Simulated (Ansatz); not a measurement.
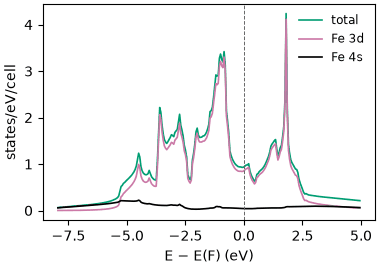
Fig. 1. Total and projected density of states of Fe (bcc (W type), Im-3m), DFT-PBEsol in the program Ansatz with PAW potentials

Q: Which orbitals carry the states next to the Fermi level?

A: Within 0.5 eV of the Fermi level: Fe 3d 91 %. Projections are on Löwdin-orthogonalised atomic valence shells; empty p or d shells of many metals are not among them.

Q: Where is the tallest occupied peak in this window, and what makes it?

A: Near -0.9 eV, about 3.4 states/eV per cell; the largest projected share is Fe 3d.

Symmetry was held in the PBEsol relaxation. Spin order of the final state: ferromagnetic, chosen from 3 collinear starts compared on coarse meshes (ties went to the first, and starts can fall back to one state), not a proven ground state. Textbook magnetic order: ferromagnetic.

Potentials: the later of the program's two PAW sets.
